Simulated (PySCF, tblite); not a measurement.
Coordinates of C₅H₈SSi, SMILES [SiH3]Cc1ccsc1 (Å):

```xyz
15

Si    -2.0708     0.6456     0.6109
C     -1.0176    -0.0530    -0.8234
C      0.3687    -0.3437    -0.3703
C      1.3611     0.6590    -0.1941
C      2.5389     0.1676     0.2586
S      2.4795    -1.5352     0.4925
C      0.8399    -1.5738    -0.0340
H     -3.4206     0.9037     0.1074
H     -2.1071    -0.3408     1.6900
H     -1.4703     1.8911     1.0895
H     -1.4777    -0.9639    -1.2071
H     -0.9876     0.6688    -1.6410
H      1.1886     1.6993    -0.4061
H      3.4470     0.6961     0.4698
H      0.3236    -2.5129    -0.0647
```

GIAO shifts, PBE0/pcSseg-1 in PySCF, at a GFN2-xTB geometry (a minimum by its frequencies), against TMS for ¹³C, TMS for ¹H and TMS for ²⁹Si computed at the same level. Gas phase, fully decoupled, line heights follow the number of nuclei, widths are arbitrary (no quadrupolar broadening); values of one conformer, averaged over methyl-type rotors and exact or near symmetry; other conformers aren't averaged in.

Q: Predict the ¹³C spectrum.

A: 5 signals.


| δ (ppm) | nuclei | atoms |
| --- | --- | --- |
| 143.8 | 1 | C3 |
| 135.2 | 1 | C5 |
| 132.2 | 1 | C4 |
| 126.6 | 1 | C7 |
| 15.3 | 1 | C2 |

Q: How many ¹H lines appear, and where?

A: 5 signals.


```csv
δ (ppm),nuclei,atoms
7.16,1,H14
7.01,1,H13
6.72,1,H15
3.92,3,"H8, H9, H10"
2.45,2,"H11, H12"
```

Q: Predict the ²⁹Si spectrum.

A: 1 signal.


```csv
δ (ppm),nuclei,atoms
−65.1,1,Si1
```

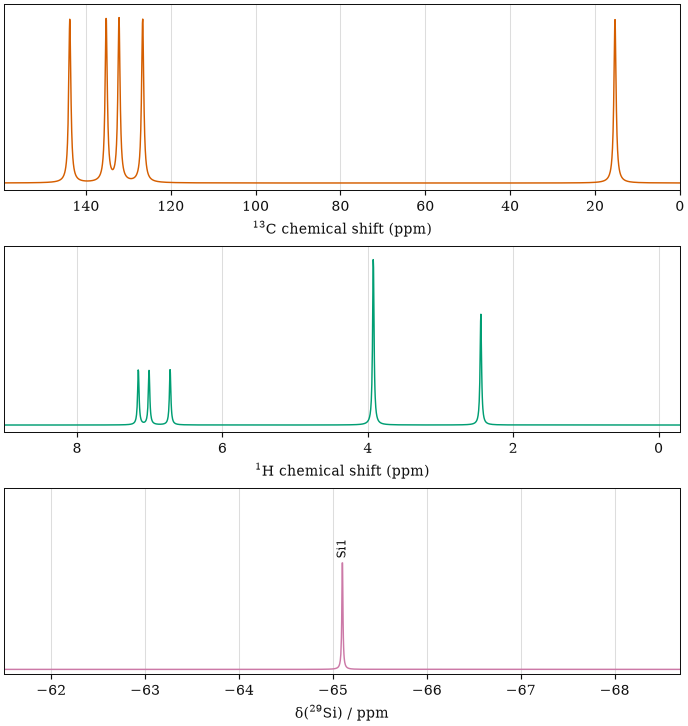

Caveats: the tight-binding geometry is rougher than a DFT one and adds to the error.
